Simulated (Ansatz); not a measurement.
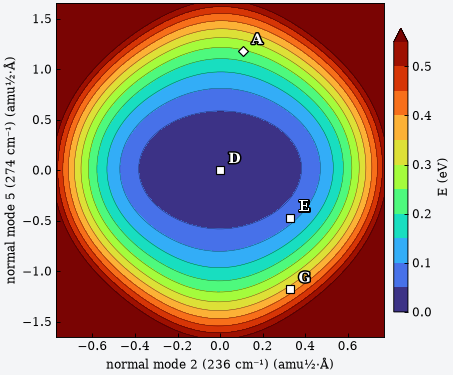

H₂MoO₄, SMILES [O]=[Mo](=[O])([OH])[OH]. First axis: normal mode 2 (236 cm⁻¹). Second axis: normal mode 5 (274 cm⁻¹). Nothing is relaxed (straight displacements along the two mass-weighted modes). Grid: 15 × 15 points. Points are written as (first, second). Energies are in eV, from the lowest grid point. Computed with RHF/def2-SVP in Ansatz 0.2.0.

The picture shows filled contours, one colour for all values above the top of the scale, lettered points. Between grid points the surface is interpolated.

### Is E the lowest point of the computed grid?

No. E lies 0.08 eV above the lowest grid point, which is at (0.00 amu½·Å, 0.000 amu½·Å).

### What kind of point is each of A, D, E, G: minimum, saddle, maximum or slope?

A: on a slope; D: minimum; E: on a slope; G: on a slope. (In these two coordinates alone; a stationary point may lie a little off the grid point.)

### Rank the lettered points by energy, lowest first.

D (0.00 eV), E (0.08 eV), A (0.25 eV), G (0.37 eV).
